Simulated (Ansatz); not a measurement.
## TcBr2 (1T sheet): how robust is the cRPA U?

Aim: hold the target of a cRPA run on TcBr2 (1T sheet) and move one thing at a time.

Main program and level: Ansatz 0.2.0; constrained RPA on LDA, plane waves, PAW.

### Step 1. The structure

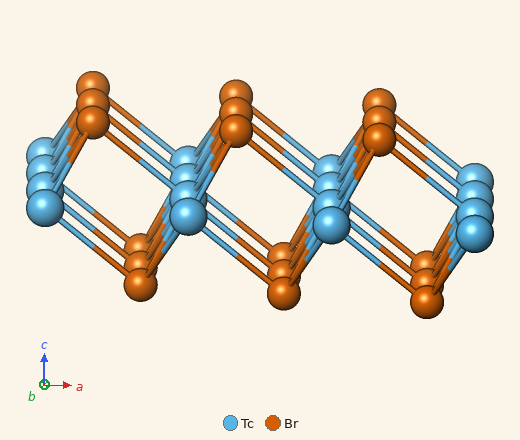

The starting structure, seen nearly edge on (technetium blue, bromine orange). 3×3×1 cells are drawn. Some periodic images of atoms are drawn too.

The cell holds 3 atoms: 1 Tc and 2 Br. Its edges and angles: a = 3.404 Å, b = 3.404 Å, c = 30.253 Å, α = 90.0°, β = 90.0°, γ = 120.0°. Vacuum lies along c.

The structure was relaxed with LDA. The structure was generated from a model, not taken from a measurement. The runs that relaxed it are not among those shown. The program's search for lower electronic states was switched off, so nothing shows that the state found is the lowest. The default PAW set here is soft_2. Its files were made with PBE. The Coulomb interaction is cut off across the vacuum.

### Step 2. Base: Tc t2g, bands v3 to v1, 6×6×1 mesh, medium accuracy

Constrained RPA screens the interaction with every transition except those inside the target bands, which a later many-body model would treat itself.

input.yaml reads:

```yaml
crystal:
  lattice:
    - [-2.40671528, 0.0, -2.40671528]
    - [0.0, 2.40671528, 2.40671528]
    - [17.46662, 17.46662, -17.46662]
  atoms:
    - { symbol: Tc, position: [0.0, 0.0, 0.3177617107] }
    - { symbol: Br, position: [0.3333333333, 0.6666666667, 0.3703525046] }
    - { symbol: Br, position: [0.6666666667, 0.3333333333, 0.2651709169] }
  periodic: [true, true, false]
kpoints:
  mp_grid: { grid: [12, 12, 1] }
hamiltonian:
  xc: lda
scf:
  occupations: { method: gaussian, width: 0.08 }
  n_extra_bands: 19
  max_iter: 150
  lower_state_search: "off"
output:
  crpa:
    kmesh: [6, 6, 1]
    target_bands: [v3, v1]
    projections: [{ species: Tc, l: d, shell: 4, orbitals: [dxz, dyz, dxy] }]
  local_orbitals:
    kmesh: [12, 12, 1]
    orbitals: [{ species: Tc, l: d, shell: 4, orbitals: [dxz, dyz, dxy] }]
    window: { bands: [v3, v1] }
    seedname: lo
```

Run with:

```bash
> ansatz run input.yaml --threads 4 --pin off --max-ram 14745MiB --backend cpu --events-out ev --progress --plain --runs-dir out
```

Numbers of over 12 decimals in the logs are rounded to 6 here.

The program printed:

```text
scf.n_extra_bands = 19 over 15 filled bands (N_el = 29.0): the run solves 34 bands
Engine: ansatz 0.2.0, aarch64-unknown-linux-gnu
Pseudopotentials: kind: paw
Pseudopotential: Tc, paw, valence charge 15, recommended cutoff 500 eV (normal), Tc.paw.azcp
Pseudopotential: Br, paw, valence charge 7, recommended cutoff 420 eV (normal), Br.paw.azcp
Functional definition: SPW92
  exchange = slater_x
  correlation = pw_c
Crystal: 3 atoms, lattice volume = 303.515 Å³
Basis set: ecut = 500 eV, 7755 PW (Γ)
Bands: 34, of which v1, the nominal top of the filled ones, is band 15 counted from 1 (14 counted from 0)
Symmetry: 12 space group operations
Space group: P-3m1 (ITA 164), of the structure as read, at distance tolerance 6.7e-5 Å
k-points: 19 of 144
Non-local potential: Tc, projectors of the file, l = 0: 3, l = 1: 3, l = 2: 2, l = 3: 2
Non-local potential: Br, projectors of the file, l = 0: 2, l = 1: 2, l = 2: 2
PAW form: soft (Blöchl's): semilocal exchange-correlation on the pseudo side does not see the compensation charge
PAW frozen core: Tc, regenerated for the run's functional, and the local potential with it (the file was generated under x = pbe(κ = 0.804, μ = 0.219515), c = pbe(β = 0.066725))
PAW frozen core: Br, regenerated for the run's functional, and the local potential with it (the file was generated under x = pbe(κ = 0.804, μ = 0.219515), c = pbe(β = 0.066725))
PAW one-centre angular grid: Tc, 590 points (default); XC on 64 Gauss nodes
PAW one-centre angular grid: Br, 110 points (default); XC on 64 Gauss nodes
Initial density: superposition of atomic densities (neutral atoms: chi_scale 0, normalization atom)
Initial wavefunctions: pseudopotential atomic-orbital guess
Functional: x = slater, c = lda
SCF iter   1: F=—  HF=-10669.902175 eV  |F-HF|=—  |Δ(HF+E_count)|=         —  Δρ=3.14e-2  dr2=6.99e0  ethr=3.10e-3  ⟨swp⟩=13.2  Hψ=5775  notcnv=0  defer=138
preconditioner: auto → LDOS  [metal: Δε(μ)=0.010 eV  Ē_g=14.746 eV  σ=0.080 eV  W_gap=0.07  n_scr=16 (ndim 8)  ℏωp=9.8 eV  f_vac=0.761  D(μ)=5.19/eV (n_scr^D=16)  β→1.0]
SCF iter   2: F=—  HF=-10668.957749 eV  |F-HF|=—  |Δ(HF+E_count)|=   9.44e-1  Δρ=2.28e-2  dr2=1.04e0  ethr=3.10e-3  ⟨swp⟩=4.1  Hψ=1362  notcnv=0  defer=251
SCF iter   3: F=—  HF=-10668.811836 eV  |F-HF|=—  |Δ(HF+E_count)|=   1.46e-1  Δρ=1.44e-2  dr2=6.20e-1  ethr=3.10e-3  ⟨swp⟩=3.4  Hψ=1272  notcnv=0  defer=251
SCF iter   4: F=—  HF=-10668.660122 eV  |F-HF|=—  |Δ(HF+E_count)|=   1.52e-1  Δρ=3.28e-3  dr2=2.47e-2  ethr=2.14e-3  ⟨swp⟩=3.0  Hψ=885  notcnv=0  defer=253
SCF iter   5: F=—  HF=-10668.661096 eV  |F-HF|=—  |Δ(HF+E_count)|=   9.74e-4  Δρ=7.32e-4  dr2=1.99e-3  ethr=8.50e-5  ⟨swp⟩=2.6  Hψ=1005  notcnv=0  defer=253
SCF iter   6: F=—  HF=-10668.661169 eV  |F-HF|=—  |Δ(HF+E_count)|=   7.33e-5  Δρ=1.68e-4  dr2=3.52e-5  ethr=6.86e-6  ⟨swp⟩=3.4  Hψ=921  notcnv=0  defer=255
SCF iter   7: F=—  HF=-10668.661231 eV  |F-HF|=—  |Δ(HF+E_count)|=   6.15e-5  Δρ=4.75e-5  dr2=2.17e-6  ethr=1.21e-7  ⟨swp⟩=3.5  Hψ=962  notcnv=0  defer=255
SCF iter   8: F=-10668.661244 eV  HF=-10668.661243 eV  |F-HF|=3.27e-7  |Δ(HF+E_count)|=   1.27e-5  Δρ=7.09e-6  dr2=7.73e-8  ethr=3.45e-10  ⟨swp⟩=19.8  Hψ=6938  notcnv=0
SCF 1 converged in 8 iterations: F = -10668.661244 eV  dr2 = 7.73e-8
[...]
NSCF: frozen V_eff on 22 k-points
NSCF: frozen V_eff on 7 k-points
[...]
cRPA screening: q 1/36
cRPA screening: q 2/36
cRPA screening: q 8/36 (q-point 3)
cRPA screening: q 14/36 (q-point 4)
cRPA screening: q 17/36 (q-point 8)
cRPA screening: q 23/36 (q-point 9)
cRPA screening: q 35/36 (q-point 15)
SCF converged after 8 iterations
Free energy (F): -10668.661244 eV
Harris-Foulkes:  -10668.661243 eV  (|F-HF|=3.27e-7)
Internal energy: -10668.652704 eV  (E = F + TS)
E sigma→0 (E₀):  -10668.656974 eV
Entropy (-TS):   -0.008540 eV (-2.847 meV/atom)
Fermi energy:    -3.956605 eV
--- Per-component energies (eV) ---
  E_band       = -625.160165
  E_kinetic    = 897.682937
  E_local      = -48808.893070  (includes V_loc(G=0)·N_el)
  E_nonlocal   = 437.072589
  E_hartree    = 23751.045317
  E_xc         = -760.210695
  E_vxc        = -504.014499  (∫ρ·V_xc dr)
  E_paw        = -7485.873018  (= ΣΔE_a)
  E_vpaw       = -149.088362  (= ΣTr[D̂ρ^β])
  E_aug_tail   = 0.000006  (compensation charges beyond the density's cutoff)
  E_ewald      = 21299.598486
  E_core_change = 0.924744  (= ΣΔE_core)
  E_smearing   = -0.008540  (= −TS)
  E_closure    = 0.000000  (closes the sum)
  Σ components = -10668.661244   (vs F -10668.661244, Δ=0.00e0)
--- Band table (eV; the first three rows and the last of 19) ---
  k-point 0: bands = [... 11 lower, -6.8401, -5.6550, -5.4873, -5.4873, -2.8497, -2.8497, -1.3859, -0.5649, ... 15 higher]
  k-point 1: bands = [... 11 lower, -7.0798, -5.6392, -5.2722, -5.2396, -3.1407, -2.8844, -1.1014, -0.4136, ... 15 higher]
  k-point 2: bands = [... 11 lower, -7.4849, -5.7863, -4.9094, -4.8120, -3.4927, -2.9297, -0.4980, -0.0365, ... 15 higher]
  k-point 18: bands = [... 11 lower, -9.4732, -4.5162, -4.4709, -4.4709, -2.7365, -2.7365, 1.0762, 2.3149, ... 15 higher]
  the weakly bound empty levels are not read free of the cell's end (no_gap_told)
--- cRPA (band scheme, projected local orbitals): target bands 13..15 (1-based), 3 Wannier function(s), 6×6×1 mesh, 30 bands' worth read of 35 solved, ecut_chi 136.0 eV, v(q+G=0) probe_charge, pair densities all_electron ---
  χ-basis size per q: N_G = 1084..1119
  window electrons = 5.0000, filled by tetrahedron_uncorrected; constrained ε̄⁻¹(q = 0, 0) head = 0.536745; min gauge Gram eig = 0.7028
  Kanamori averages over each shell's own Wannier functions (sites counted from 0, functions from 1):
    Site 0, 4D, 3 of 5 d orbitals (Wannier functions 1, 2, 3; wannier90's mr 2, 3, 5):
      screened: U = 2.7199 eV, U' = 2.0940 eV, J = 0.2904 eV
      screened, to within: U = 7.3e-3 eV, U' = 7.3e-3 eV, J = 7.4e-4 eV
      bare: V = 11.7252 eV, V' = 10.8158 eV, J = 0.4289 eV
  Hermiticity witness max|P − P†| over intra, direct and exchange elements: 1.78e-15 eV (screened), 3.52e-17 eV (bare)
  Reality witness max|Im| over intra, direct and exchange elements: 7.20e-17 eV (screened), 3.44e-17 eV (bare)
```

Run time: 2.5 min. Hardware: 4 threads of Arm Neoverse V1, shared host; peak memory 1.9 GiB.

Reading the cycles: dr2 is the Hartree energy of the density residual (eV), the measure of convergence; HF is the Harris–Foulkes estimate of the energy, which meets the free energy F at convergence.

Numbers from this step:

```
U                                                 : 2.720 eV
U prime (inter-orbital)                           : 2.094 eV
J                                                 : 0.2904 eV
bare V                                            : 11.73 eV
bare J                                            : 0.4289 eV
stated bound on U                                 : 0.007300 eV
U over bare V                                     : 0.2320
electrons in the window                           : 5
head of the constrained inverse dielectric matrix : 0.5367
least eigenvalue of the projection's overlap      : 0.7028
target functions                                  : 3
bands in the sums                                 : 30
r.m.s. miss of the model bands                    : 0.003084 eV
width of the target bands                         : 2.875 eV
weight of the projected orbitals in the window    : 0.8562
```

On the Tc t2g shell, screening brings the on-site interaction from 11.7 eV down to U = 2.72 eV.

### Step 3. Changed: 9×9×1 mesh

Changes to input.yaml since step 2:

```diff
@@ -21,9 +21,4 @@
   crpa:
-    kmesh: [6, 6, 1]
+    kmesh: [9, 9, 1]
     target_bands: [v3, v1]
     projections: [{ species: Tc, l: d, shell: 4, orbitals: [dxz, dyz, dxy] }]
-  local_orbitals:
-    kmesh: [12, 12, 1]
-    orbitals: [{ species: Tc, l: d, shell: 4, orbitals: [dxz, dyz, dxy] }]
-    window: { bands: [v3, v1] }
-    seedname: lo
```

The program printed:

```text
[...]
Crystal: 3 atoms, lattice volume = 303.515 Å³
Basis set: ecut = 500 eV, 7755 PW (Γ)
Bands: 34, of which v1, the nominal top of the filled ones, is band 15 counted from 1 (14 counted from 0)
Symmetry: 12 space group operations
[...]
k-points: 19 of 144
[...]
SCF iter   1: F=—  HF=-10669.902175 eV  |F-HF|=—  |Δ(HF+E_count)|=         —  Δρ=3.14e-2  dr2=6.99e0  ethr=3.10e-3  ⟨swp⟩=13.2  Hψ=5775  notcnv=0  defer=138
[...]
SCF iter   8: F=-10668.661244 eV  HF=-10668.661243 eV  |F-HF|=3.27e-7  |Δ(HF+E_count)|=   1.27e-5  Δρ=7.09e-6  dr2=7.73e-8  ethr=3.45e-10  ⟨swp⟩=19.8  Hψ=6938  notcnv=0
SCF 1 converged in 8 iterations: F = -10668.661244 eV  dr2 = 7.73e-8
[...]
NSCF: frozen V_eff on 12 k-points
[...]
cRPA screening: q 1/81
cRPA screening: q 2/81
cRPA screening: q 8/81 (q-point 3)
cRPA screening: q 14/81 (q-point 4)
cRPA screening: q 20/81 (q-point 5)
[...]
Internal energy: -10668.652704 eV  (E = F + TS)
E sigma→0 (E₀):  -10668.656974 eV
Entropy (-TS):   -0.008540 eV (-2.847 meV/atom)
Fermi energy:    -3.956605 eV
[...]
--- Band table (eV; the first three rows and the last of 19) ---
  k-point 0: bands = [... 11 lower, -6.8401, -5.6550, -5.4873, -5.4873, -2.8497, -2.8497, -1.3859, -0.5649, ... 15 higher]
  k-point 1: bands = [... 11 lower, -7.0798, -5.6392, -5.2722, -5.2396, -3.1407, -2.8844, -1.1014, -0.4136, ... 15 higher]
  k-point 2: bands = [... 11 lower, -7.4849, -5.7863, -4.9094, -4.8120, -3.4927, -2.9297, -0.4980, -0.0365, ... 15 higher]
  k-point 18: bands = [... 11 lower, -9.4732, -4.5162, -4.4709, -4.4709, -2.7365, -2.7365, 1.0762, 2.3149, ... 15 higher]
  the weakly bound empty levels are not read free of the cell's end (no_gap_told)
[...]
χ-basis size per q: N_G = 1076..1119
[...]
Site 0, 4D, 3 of 5 d orbitals (Wannier functions 1, 2, 3; wannier90's mr 2, 3, 5):
      screened: U = 2.6944 eV, U' = 2.0700 eV, J = 0.2895 eV
      screened, to within: U = 7.5e-3 eV, U' = 7.5e-3 eV, J = 7.6e-4 eV
      bare: V = 11.6734 eV, V' = 10.7666 eV, J = 0.4272 eV
[...]
[key lines of the parts left out:]
SCF converged after 8 iterations
Free energy (F): -10668.661244 eV
```

It took 6.2 min on 4 threads; peak memory 2.1 GiB.

This step gave:

```
U                                                 : 2.694 eV
U prime (inter-orbital)                           : 2.070 eV
J                                                 : 0.2895 eV
bare V                                            : 11.67 eV
bare J                                            : 0.4272 eV
stated bound on U                                 : 0.007442 eV
U over bare V                                     : 0.2308
electrons in the window                           : 5.000
head of the constrained inverse dielectric matrix : 0.5438
least eigenvalue of the projection's overlap      : 0.7140
target functions                                  : 3
bands in the sums                                 : 30
width of the target bands                         : 2.875 eV
weight of the projected orbitals in the window    : 0.8562
```

On the Tc t2g shell, screening brings the on-site interaction from 11.7 eV down to U = 2.69 eV.

### Step 4. Changed: 3×3×1 mesh

Changes to input.yaml since step 3:

```diff
@@ -21,3 +21,3 @@
   crpa:
-    kmesh: [9, 9, 1]
+    kmesh: [3, 3, 1]
     target_bands: [v3, v1]
```

The program printed:

```text
[...]
Crystal: 3 atoms, lattice volume = 303.515 Å³
Basis set: ecut = 500 eV, 7755 PW (Γ)
Bands: 34, of which v1, the nominal top of the filled ones, is band 15 counted from 1 (14 counted from 0)
Symmetry: 12 space group operations
[...]
k-points: 19 of 144
[...]
the weakly bound empty levels are not read free of the cell's end (no_gap_told)
[...]
χ-basis size per q: N_G = 1084..1119
[...]
Site 0, 4D, 3 of 5 d orbitals (Wannier functions 1, 2, 3; wannier90's mr 2, 3, 5):
      screened: U = 3.2413 eV, U' = 2.5966 eV, J = 0.3004 eV
      screened, to within: U = 9.1e-3 eV, U' = 9.1e-3 eV, J = 7.9e-4 eV
      bare: V = 12.1070 eV, V' = 11.1777 eV, J = 0.4421 eV
[...]
[key lines of the parts left out:]
SCF converged after 8 iterations
Free energy (F): -10668.661244 eV
Fermi energy:    -3.956605 eV
```

Run time: 40 s. Hardware: 4 threads; peak memory 1.7 GiB.

This step gave:

```yaml
u: 3.241 eV
u_prime_inter_orbital: 2.597 eV
j: 0.3004 eV
bare_v: 12.11 eV
bare_j: 0.4421 eV
stated_bound_on_u: 0.009014 eV
u_over_bare_v: 0.2677
electrons_in_the_window: 5.000
head_of_the_constrained_inverse_dielectric_matrix: 0.6047
least_eigenvalue_of_the_projection_s_overlap: 0.7897
target_functions: 3
bands_in_the_sums: 30
width_of_the_target_bands: 2.875 eV
weight_of_the_projected_orbitals_in_the_window: 0.8562
```

On the Tc t2g shell, screening brings the on-site interaction from 12.1 eV down to U = 3.24 eV.

### Step 5. Changed: sums over states

Changes to input.yaml since step 4:

```diff
@@ -21,4 +21,7 @@
   crpa:
-    kmesh: [3, 3, 1]
+    kmesh: [6, 6, 1]
     target_bands: [v3, v1]
     projections: [{ species: Tc, l: d, shell: 4, orbitals: [dxz, dyz, dxy] }]
+    accuracy: sum_over_states
+    n_empty_bands: 60
+    ecut_chi: 70
```

The program printed:

```text
[...]
Crystal: 3 atoms, lattice volume = 303.515 Å³
Basis set: ecut = 500 eV, 7755 PW (Γ)
Bands: 34, of which v1, the nominal top of the filled ones, is band 15 counted from 1 (14 counted from 0)
Symmetry: 12 space group operations
[...]
k-points: 19 of 144
[...]
χ-basis size per q: N_G = 378..420
[...]
U and J over all bands: no bound (output.crpa.accuracy: sum_over_states); those below are of the sums over the bands read on the sphere of ecut_chi, with what the atoms add
[...]
Site 0, 4D, 3 of 5 d orbitals (Wannier functions 1, 2, 3; wannier90's mr 2, 3, 5):
      screened: U = 2.7718 eV, U' = 2.0649 eV, J = 0.3167 eV
      bare: V = 11.7252 eV, V' = 10.8158 eV, J = 0.4289 eV
[...]
[key lines of the parts left out:]
SCF converged after 8 iterations
Free energy (F): -10668.661244 eV
Fermi energy:    -3.956605 eV
```

Run time: 19 s. Hardware: 4 threads; peak memory 0.95 GiB.

This variant gives U = 2.77 eV against 2.72 eV. It is a finite sum over empty states with no bound on its error and stays out of the table below.

### Step 6. Changed: accuracy high

Changes to input.yaml since step 5:

```diff
@@ -24,4 +24,2 @@
     projections: [{ species: Tc, l: d, shell: 4, orbitals: [dxz, dyz, dxy] }]
-    accuracy: sum_over_states
-    n_empty_bands: 60
-    ecut_chi: 70
+    accuracy: high
```

The program printed:

```text
[...]
Crystal: 3 atoms, lattice volume = 303.515 Å³
Basis set: ecut = 500 eV, 7755 PW (Γ)
Bands: 34, of which v1, the nominal top of the filled ones, is band 15 counted from 1 (14 counted from 0)
Symmetry: 12 space group operations
[...]
k-points: 19 of 144
[...]
the weakly bound empty levels are not read free of the cell's end (no_gap_told)
[...]
χ-basis size per q: N_G = 1084..1119
[...]
Site 0, 4D, 3 of 5 d orbitals (Wannier functions 1, 2, 3; wannier90's mr 2, 3, 5):
      screened: U = 2.7212 eV, U' = 2.0947 eV, J = 0.2907 eV
      screened, to within: U = 3.9e-4 eV, U' = 3.9e-4 eV, J = 4.1e-5 eV
      bare: V = 11.7252 eV, V' = 10.8158 eV, J = 0.4289 eV
[...]
[key lines of the parts left out:]
SCF converged after 8 iterations
Free energy (F): -10668.661244 eV
Fermi energy:    -3.956605 eV
```

It took 3.8 min on 4 threads; peak memory 2 GiB; 15 min of CPU time.

This step gave:

| Item | Value |
| --- | --- |
| U | 2.721 eV |
| U prime (inter-orbital) | 2.095 eV |
| J | 0.2907 eV |
| bare V | 11.73 eV |
| bare J | 0.4289 eV |
| stated bound on U | 3.86e-4 eV |
| U over bare V | 0.2321 |
| electrons in the window | 5 |
| head of the constrained inverse dielectric matrix | 0.5367 |
| least eigenvalue of the projection's overlap | 0.7028 |
| target functions | 3 |
| bands in the sums | 30 |
| width of the target bands | 2.875 eV |
| weight of the projected orbitals in the window | 0.8562 |

On the Tc t2g shell, screening brings the on-site interaction from 11.7 eV down to U = 2.72 eV.

(Continued in part 2 of 2.)

[Paths, hosts, dates, memory and timing lines, banners, echoed tables and standing remarks are left out of the program output.]

[Logs are printed without paths, hosts, clocks, repeated set-up lines and the standing remarks that a program may print on its own settings, such as how far it seeks lower states.]

[Runs of the session that timed out or met a known fault of the program may be left out.]

[Hosts, paths, dates, database ids (printed as entryN), source tags and the programs' standing remarks are cut or masked in the printed files.]
